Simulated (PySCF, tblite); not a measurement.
# C₄H₈Cl₄OSi: geometry, infrared bands and NMR shifts

Wanted: the infrared bands and NMR shifts of C₄H₈Cl₄OSi (`CO[C@@H](C)[Si@@H](Cl)C(Cl)(Cl)Cl`), by calculation.

Computed with tblite 0.8.0 and PySCF 2.14.0, with density-fitted response routines of our own, on a single molecule in the gas phase. Atoms count from 0, in the outputs and in this text.

**1. Starting geometry**

18 atoms, charge 0, multiplicity 1; geometry from: force field or distance geometry start.

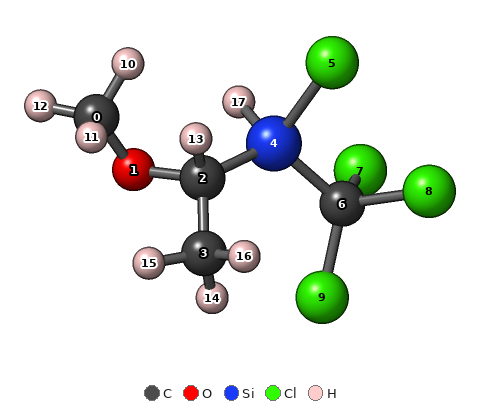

As it starts; carbon dark grey, oxygen red, silicon blue, chlorine green, hydrogen pink, atoms numbered.

**2. Geometry optimisation with GFN2-xTB**

The job: settings as JSON, then the geometry in Å.

```
{"job": {"kind": "relax", "xc": "GFN2-xTB", "basis": "xTB"}, "charge": 0, "multiplicity": 1}
C     -2.295400     1.125800     0.144500
O     -1.271000     0.725400    -0.722800
C     -0.508700    -0.193300     0.074000
C     -0.659100    -1.517600    -0.539600
Si     1.098700     0.537100     0.372200
Cl     1.398900     0.588600     2.457800
C      2.609200    -0.156700    -0.345500
Cl     3.672600     1.225900    -0.807300
Cl     3.550700    -1.007500     0.940500
Cl     2.480800    -1.159900    -1.769000
H     -1.884100     1.617500     1.067900
H     -2.857800     0.238700     0.487900
H     -2.983400     1.845100    -0.367400
H     -1.081500    -0.190700     1.045700
H     -0.129400    -1.686700    -1.475300
H     -1.752300    -1.645200    -0.768000
H     -0.435300    -2.308400     0.214800
H      1.038300     1.968100    -0.022000
```

The run is started by

```
OMP_NUM_THREADS=1 python probes_run.py task.json out
```

One launch serves the whole session: the jobs run in the order shown.

The log of the run:

```text
step      E/eV     max force
  0    -996.45979    4.124
  1    -996.94503    1.544
  2    -997.07632    0.658
  3    -997.14587    0.536
  4    -997.20996    0.792
  5    -997.27688    0.743
  6    -997.31919    0.486
  7    -997.35102    0.397
  8    -997.37709    0.428
  9    -997.39826    0.405
 10    -997.41874    0.479
 11    -997.43516    0.402
 12    -997.44548    0.247
 13    -997.45385    0.275
 14    -997.46038    0.187
 15    -997.46519    0.187
 16    -997.46950    0.156
 17    -997.47343    0.190
 18    -997.47773    0.175
 19    -997.48325    0.236
 20    -997.48962    0.212
 21    -997.49527    0.197
 22    -997.49931    0.146
 23    -997.50213    0.118
 24    -997.50454    0.131
 25    -997.50719    0.139
 26    -997.51013    0.154
 27    -997.51330    0.124
 28    -997.51666    0.149
 29    -997.51995    0.134
 30    -997.52279    0.112
 31    -997.52525    0.108
 32    -997.52782    0.111
 33    -997.53105    0.143
 34    -997.53505    0.167
 35    -997.53946    0.166
 36    -997.54397    0.149
 37    -997.54906    0.176
 38    -997.55546    0.196
 39    -997.56280    0.201
 40    -997.57011    0.182
 41    -997.57632    0.200
 42    -997.57720    0.407
 43    -997.58740    0.168
 44    -997.59308    0.144
 45    -997.60038    0.129
 46    -997.60581    0.138
 47    -997.61044    0.153
 48    -997.61172    0.151
 49    -997.61403    0.109
 50    -997.61541    0.096
 51    -997.61805    0.087
 52    -997.61918    0.091
 53    -997.62129    0.077
 54    -997.62241    0.070
 55    -997.62354    0.085
 56    -997.62452    0.075
 57    -997.62555    0.064
 58    -997.62638    0.069
 59    -997.62710    0.058
 60    -997.62785    0.066
 61    -997.62874    0.072
 62    -997.62981    0.081
 63    -997.63110    0.090
 64    -997.63272    0.095
 65    -997.63466    0.112
 66    -997.63643    0.115
 67    -997.63791    0.087
 68    -997.63941    0.087
 69    -997.64088    0.106
 70    -997.64263    0.113
 71    -997.64452    0.124
 72    -997.64627    0.140
 73    -997.64771    0.092
 74    -997.64913    0.090
 75    -997.65037    0.104
 76    -997.65168    0.084
 77    -997.65262    0.093
 78    -997.65347    0.065
 79    -997.65431    0.079
 80    -997.65522    0.076
 81    -997.65633    0.066
 82    -997.65712    0.073
 83    -997.65794    0.091
 84    -997.65885    0.095
 85    -997.65980    0.078
 86    -997.66070    0.067
 87    -997.66162    0.085
 88    -997.66261    0.106
 89    -997.66374    0.106
 90    -997.66511    0.090
 91    -997.66686    0.123
 92    -997.66900    0.122
 93    -997.67122    0.153
 94    -997.67308    0.110
 95    -997.67460    0.078
 96    -997.67576    0.061
 97    -997.67670    0.064
 98    -997.67737    0.066
 99    -997.67830    0.071
100    -997.67948    0.073
101    -997.68113    0.084
102    -997.68299    0.109
103    -997.68519    0.129
104    -997.68817    0.146
105    -997.69227    0.141
106    -997.69675    0.120
107    -997.70107    0.165
108    -997.70387    0.195
109    -997.70680    0.103
110    -997.70913    0.132
111    -997.71085    0.068
112    -997.71202    0.071
113    -997.71355    0.073
114    -997.71474    0.096
115    -997.71616    0.064
116    -997.71714    0.059
117    -997.71800    0.064
118    -997.71878    0.076
119    -997.71966    0.074
120    -997.72072    0.057
121    -997.72134    0.053
122    -997.72210    0.053
123    -997.72280    0.059
124    -997.72357    0.063
125    -997.72447    0.058
126    -997.72544    0.060
127    -997.72623    0.058
128    -997.72684    0.052
129    -997.72743    0.048
130    -997.72824    0.053
131    -997.72902    0.059
132    -997.72969    0.073
133    -997.73034    0.058
134    -997.73098    0.064
135    -997.73165    0.069
136    -997.73232    0.051
137    -997.73308    0.067
138    -997.73387    0.068
139    -997.73476    0.053
140    -997.73542    0.039
141    -997.73577    0.030
142    -997.73604    0.032
143    -997.73630    0.033
144    -997.73650    0.028
145    -997.73661    0.020
146    -997.73666    0.020
147    -997.73671    0.017
148    -997.73677    0.017
149    -997.73684    0.015
150    -997.73688    0.014
151    -997.73692    0.012
152    -997.73695    0.013
153    -997.73698    0.011
154    -997.73700    0.008
```

Run time: 2 s. Hardware: 1 thread of Arm Neoverse V2, shared host.

Relaxation path: (not every step is listed)

```tsv
step	energy from step 0 (eV)	largest force (eV/Å)
0	0.0000	4.1237
1	-0.4852	1.5437
2	-0.6165	0.6585
3	-0.6861	0.5358
4	-0.7502	0.7918
5	-0.8171	0.7431
6	-0.8594	0.4864
7	-0.8912	0.3971
8	-0.9173	0.4281
22	-1.0395	0.1464
36	-1.0842	0.1493
50	-1.1556	0.0955
64	-1.1729	0.0947
78	-1.1937	0.0652
92	-1.2092	0.1224
106	-1.2370	0.1197
120	-1.2609	0.0574
134	-1.2712	0.0639
148	-1.2770	0.0166
149	-1.2771	0.0151
150	-1.2771	0.0136
151	-1.2771	0.0117
152	-1.2772	0.0135
153	-1.2772	0.0112
154	-1.2772	0.0082
```

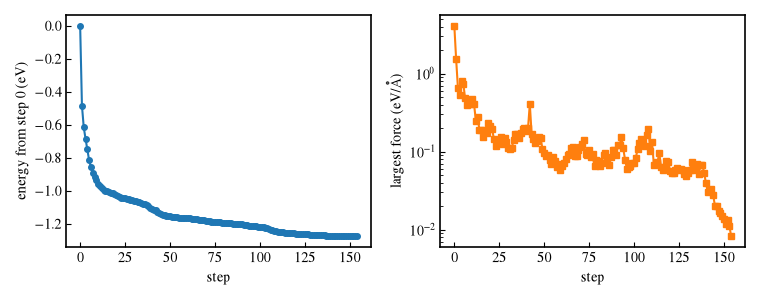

Energy and force, step by step.

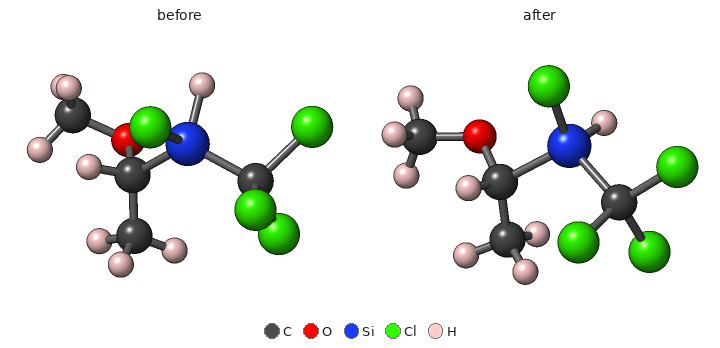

Before and after, at one scale.

Close pairs (by a distance rule), those that changed most:

```tsv
bond	before (Å)	after (Å)	change (Å)
Si4–C6	1.811	1.957	+0.146
C2–Si4	1.791	1.913	+0.122
Si4–Cl5	2.108	1.993	-0.115
C2–C3	1.467	1.526	+0.059
C3–H15	1.124	1.088	-0.036
C0–H12	1.119	1.088	-0.031
Si4–H17	1.486	1.455	-0.030
C3–H16	1.116	1.085	-0.030
```

The next job starts from the end point, and lists it.

**3. Vibrational analysis with GFN2-xTB**

The job: settings as JSON, then the geometry in Å.

```
{"job": {"kind": "ir", "xc": "GFN2-xTB", "basis": "xTB"}, "charge": 0, "multiplicity": 1}
C     -2.612445     0.880559     0.442799
O     -1.316809     1.025086    -0.087445
C     -0.423394    -0.050803     0.192461
C     -0.634005    -1.249988    -0.727618
Si     1.237740     0.880502     0.012490
Cl     1.543715     2.014985     1.622077
C      2.740128    -0.371151    -0.066017
Cl     4.287569     0.492710     0.043187
Cl     2.647585    -1.533080     1.276691
Cl     2.723098    -1.273156    -1.592904
H     -2.580893     0.752221     1.531314
H     -3.140767     0.031255    -0.001834
H     -3.144906     1.798802     0.202406
H     -0.574946    -0.376446     1.233815
H     -0.534304    -0.948962    -1.766552
H     -1.622988    -1.679340    -0.582481
H      0.105764    -2.013468    -0.508437
H      1.291101     1.626593    -1.235610
```

The log of the run:

```text
mode    cm-1     km/mol
  1      27.1      0.27
  2      31.9      0.21
  3      55.7      1.20
  4      74.2      2.40
  5      83.7      0.57
  6     107.6      1.73
  7     143.4      2.08
  8     155.2      0.78
  9     171.6      3.43
 10     194.1      2.63
 11     215.3      5.46
 12     242.5      3.40
 13     244.7      3.96
 14     272.3      2.28
 15     302.1     40.24
 16     380.0      4.32
 17     425.2      5.64
 18     429.1     11.69
 19     545.8     16.47
 20     607.5    106.33
 21     624.1    123.85
 22     645.9     16.91
 23     687.7     80.05
 24     725.2     23.79
 25     810.6     78.10
 26     886.1     22.64
 27    1010.5     11.77
 28    1039.1     13.78
 29    1096.6     41.29
 30    1105.4     81.27
 31    1127.5      3.02
 32    1149.0      4.55
 33    1259.2      5.04
 34    1302.8      5.61
 35    1398.2      7.40
 36    1403.5      1.74
 37    1467.8      5.26
 38    1480.1      1.62
 39    1487.0     11.96
 40    1495.4      8.52
 41    2333.1    127.72
 42    2833.7     46.59
 43    2912.8     39.58
 44    2939.1     40.94
 45    3027.2     14.83
 46    3030.3     34.72
 47    3054.2     10.52
 48    3059.7     23.36
```

It took 1.2 s on 1 thread of Arm Neoverse V2, shared host.

Which atoms move in the most intense modes:

```tsv
cm⁻¹	km/mol	atoms
608	106.3	H17 47 %, C6 34 %
624	123.8	H17 63 %, C6 16 %, Si4 12 %
688	80.0	H17 53 %, C6 37 %
811	78.1	C6 83 %
1097	41.3	C2 40 %, C3 19 %, O1 16 %, H14 10 %
1105	81.3	O1 24 %, C2 23 %, H16 11 %, C0 11 %
2333	127.7	H17 97 %
2834	46.6	H13 93 %
```

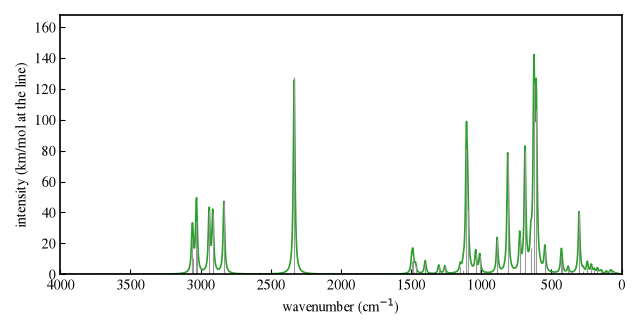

The infrared spectrum from these modes, unscaled. Lines are broadened to a width of 14 cm⁻¹ (Lorentzian).

**4. Nuclear shieldings: PBE0/pcSseg-1**

The job, as its differences from that of step 3:

```diff
@@ -1,2 +1,2 @@
-{"job": {"kind": "ir", "xc": "GFN2-xTB", "basis": "xTB"}, "charge": 0, "multiplicity": 1}
+{"job": {"kind": "nmr", "xc": "PBE0", "basis": "pcSseg-1"}, "charge": 0, "multiplicity": 1}
 C     -2.612445     0.880559     0.442799
```

Level: GIAO PBE0/pcSseg-1 NMR shielding, non-relativistic, gas phase.

The log of the run:

```text
coarse grid: 18512 points
cycle   1  E = -2361.4727239759  dE =  1.219e+00  |g| = 7.575e-01  |ddm| = 3.977e+00
cycle   2  E = -2361.2184642222  dE =  2.543e-01  |g| = 1.342e+00  |ddm| = 1.781e+00
cycle   3  E = -2361.6018100992  dE = -3.833e-01  |g| = 1.168e-01  |ddm| = 1.211e+00
cycle   4  E = -2361.6041773051  dE = -2.367e-03  |g| = 6.184e-02  |ddm| = 1.491e-01
cycle   5  E = -2361.6050255624  dE = -8.483e-04  |g| = 1.625e-02  |ddm| = 5.710e-02
cycle   6  E = -2361.6050704764  dE = -4.491e-05  |g| = 4.862e-03  |ddm| = 1.579e-02
cycle   7  E = -2361.6050751826  dE = -4.706e-06  |g| = 9.621e-04  |ddm| = 4.779e-03
final grid: 157928 points
cycle   8  E = -2361.6715882474  dE = -5.268e-05  |g| = 1.278e-02  |ddm| = 2.806e-02
cycle   9  E = -2361.6715595553  dE =  2.869e-05  |g| = 1.754e-02  |ddm| = 1.897e-02
cycle  10  E = -2361.6716176633  dE = -5.811e-05  |g| = 2.169e-03  |ddm| = 1.209e-02
cycle  11  E = -2361.6716184806  dE = -8.173e-07  |g| = 5.677e-04  |ddm| = 2.306e-03
cycle  12  E = -2361.6716185533  dE = -7.272e-08  |g| = 1.581e-04  |ddm| = 5.966e-04
cycle  13  E = -2361.6716185589  dE = -5.572e-09  |g| = 4.651e-05  |ddm| = 1.687e-04
cycle  14  E = -2361.6716185593  dE = -4.748e-10  |g| = 9.462e-06  |ddm| = 4.912e-05
converged SCF energy = -2361.6716185593

GIAO shielding tensors (ppm)
atom      isotropic    diamagn.    paramagn.     s11        s22        s33       span
  0 C      127.088     242.739    -115.651     85.305    111.110    184.851     99.546
  1 O      315.104     397.890     -82.786    270.157    319.083    356.071     85.914
  2 C      109.723     250.225    -140.502     83.975     90.763    154.430     70.455
  3 C      170.790     247.014     -76.225    155.368    174.597    182.403     27.035
  4 Si     351.949     875.104    -523.155    319.092    363.027    373.729     54.637
  5 Cl     973.142    1147.481    -174.340    901.134    980.016   1038.274    137.140
  6 C       73.298     247.989    -174.691     54.592     80.301     85.002     30.409
  7 Cl     515.082    1143.686    -628.604    164.937    458.438    921.872    756.935
  8 Cl     538.916    1145.393    -606.477    190.123    482.468    944.157    754.035
  9 Cl     525.905    1145.250    -619.345    184.044    487.472    906.200    722.156
 10 H       28.687      28.553       0.134     24.274     26.687     35.100     10.826
 11 H       27.897      28.685      -0.788     23.052     25.910     34.728     11.677
 12 H       27.825      27.450       0.375     23.574     24.930     34.971     11.397
 13 H       28.380      32.078      -3.699     27.030     28.081     30.029      2.998
 14 H       30.617      29.515       1.102     26.842     29.437     35.572      8.729
 15 H       29.737      29.664       0.072     24.247     28.603     36.361     12.113
 16 H       30.441      29.055       1.386     24.957     30.856     35.509     10.552
 17 H       26.903      26.868       0.035     24.159     25.111     31.439      7.280
```

Run time: 79 s. Hardware: 1 thread of Arm Neoverse V2, shared host; peak memory 1.1 GiB.

The references, computed at this level on geometries of the same kind, shield at (ppm): ¹H TMS 31.72, ¹³C TMS 186.9, ²⁹Si TMS 349.2, ¹⁷O H2O 336.1, ³⁵Cl HCl 950. Their shielding less the atom's gives the shift. The references are single molecules in the gas phase, so shifts against H2O, NH3, PH3, H3PO4 or CFCl3 are not on the usual liquid scales and can be off by tens of ppm. Atoms listed in one row are averaged.

```tsv
atoms	environment	σ (ppm)	δ (ppm)	δ scaled to CDCl3
C6	fully substituted sp3 carbon bonded to 3 Cl and Si	73.3	113.6	109.0
C2	sp3 CH bonded to O and Si	109.7	77.2	73.4
C0	methyl carbon bonded to O	127.1	59.8	56.5
C3	methyl carbon	170.8	16.1	13.8
H17	hydrogen on a silicon bonded to 2 C, Cl	26.90	4.81	–
H10, H11, H12	hydrogen on a methyl carbon bonded to O	28.14	3.58	3.48
H13	hydrogen on an sp3 CH bonded to O and Si	28.38	3.34	3.25
H14, H15, H16	hydrogen on a methyl carbon	30.26	1.45	1.47
O1	ether oxygen	315.1	21.0	–
Si4	silicon bonded to 2 C, Cl, H	351.9	-2.8	–
Cl7, Cl8, Cl9	chlorine bonded to C	527	423	–
Cl5	chlorine bonded to Si	973	-23	–
```

The scaled column applies a straight-line fit of computed shieldings to shifts measured in CDCl3, with any fitted terms for Cl, Br or S neighbours (root-mean-square error 0.16 ppm for H, 1.9 ppm for C).

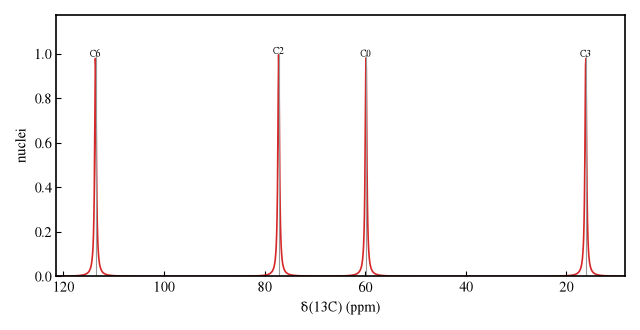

¹³C lines at the computed shifts, without couplings. Lines are broadened to a width of 0.39 ppm (Lorentzian).

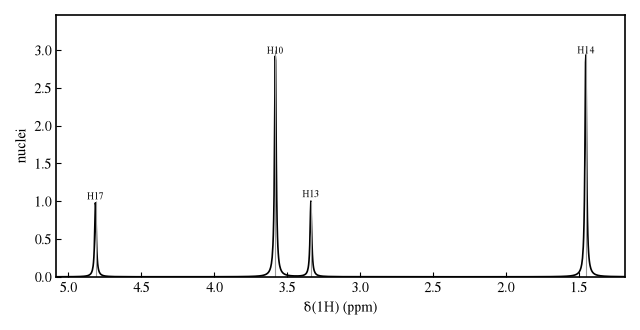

¹H lines at the computed shifts, without couplings. Lines are broadened to a width of 0.01 ppm (Lorentzian).

Charges from the same density, by scheme (e):

```tsv
atoms	Mulliken	IAO	Hirshfeld	ESP fit
C0	-0.02	-0.20	-0.04	-0.20
O1	-0.53	-0.40	-0.14	-0.32
C2	-0.27	-0.18	-0.04	0.25
C3	-0.22	-0.43	-0.13	-0.44
Si4	0.98	0.94	0.32	0.15
Cl5	-0.27	-0.27	-0.09	-0.07
C6	-0.55	-0.26	0.00	-0.56
Cl7, Cl8, Cl9	0.02	-0.03	-0.03	0.10
```

Hirshfeld charges:

C0 -0.04; O1 -0.14; C2 -0.04; C3 -0.13; Si4 0.32; Cl5 -0.09; C6 0.00; Cl7 -0.04; Cl8 -0.03; Cl9 -0.01; H10 0.04; H11 0.04; H12 0.05; H13 0.03; H14 0.04; H15 0.04; H16 0.03; H17 -0.06

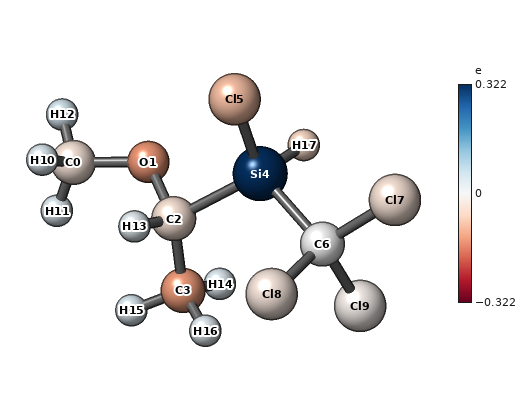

Hirshfeld charges, as colours on the atoms.

Mayer bond orders: C0–O1 0.92, O1–C2 0.86, C2–C3 1.04, C2–Si4 0.87, Si4–Cl5 1.05, Si4–C6 0.62, C6–Cl7 1.02, C6–Cl8 1.00, C6–Cl9 1.01.

Orbitals, density, ELF and potential are computed afterwards from the orbital file.

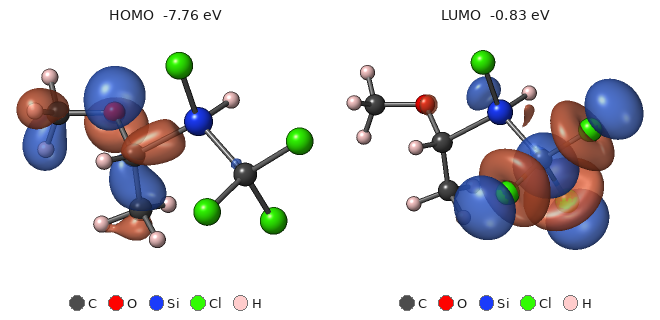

PBE0/pcSseg-1 orbitals near the gap, drawn at the value that encloses 70 % of each; the two colours are the two signs.

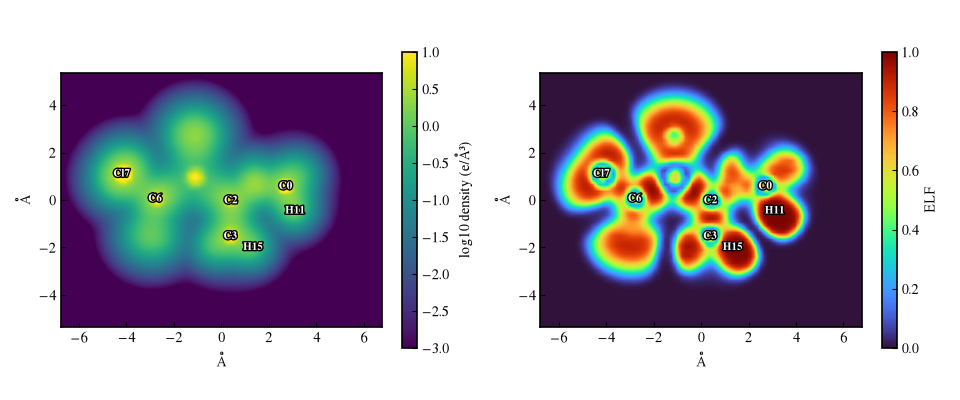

Density (left) and ELF (right) in a plane through or near 7 of the atoms.

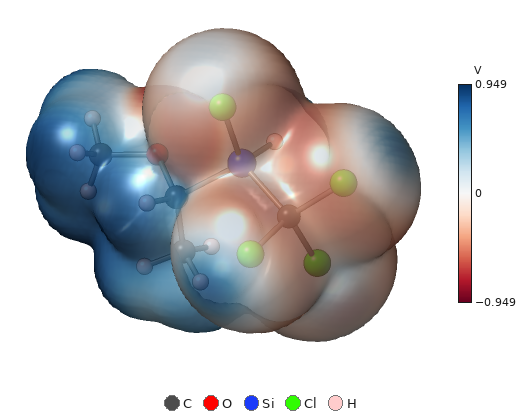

Electrostatic potential on the surface of density 0.002 e/bohr³; red is low, blue high. It runs from -0.88 V near O1 to 0.95 V near H11.

**5. Summary of results**

| quantity | value |
| --- | --- |
| strongest single infrared mode (GFN2-xTB) | 2333 cm⁻¹, 128 km/mol |
| zero-point energy (GFN2-xTB) | 71.6 kcal/mol |
| ¹³C shifts against TMS (PBE0/pcSseg-1) | 113.6, 77.2, 59.8, 16.1 ppm |
| ¹H shifts against TMS (PBE0/pcSseg-1, means over atoms taken as alike) | 4.81, 3.58, 3.34, 1.45 ppm |
| ¹⁷O shifts against H2O (PBE0/pcSseg-1) | 21.0 ppm |
| ²⁹Si shifts against TMS (PBE0/pcSseg-1) | -2.8 ppm |
| ³⁵Cl shifts against HCl (PBE0/pcSseg-1, means over atoms taken as alike) | 423, -23 ppm |
| surface potential, least and greatest | -0.88 V and 0.95 V |

**Reading.** The optimisation took 154 steps and gained 1.277 eV; among the close pairs (by a distance rule), Si4–C6 changed most, from 1.811 to 1.957 Å. All 48 modes are real, so the xTB geometry is a minimum. The strongest single mode, at 2333 cm⁻¹, moves mainly H17. Unscaled tight-binding wavenumbers are off by several per cent, some by more. Its intensities can rank the bands wrongly. C6 stands next to heavy halogen, whose spin-orbit shielding this run leaves out, so the computed shift lies too far downfield, most of all for carbon beside Br or I. At PBE0/pcSseg-1: The widest tensor belongs to Cl7, Cl8, Cl9: span 744 ppm, with a paramagnetic part of -618 ppm. By nearest atom (PBE0/pcSseg-1), the HOMO sits on O1 54 %; C2, C3 about 8 % each and the LUMO on C6 27 %; Cl7, Cl8, Cl9 about 21 % each.
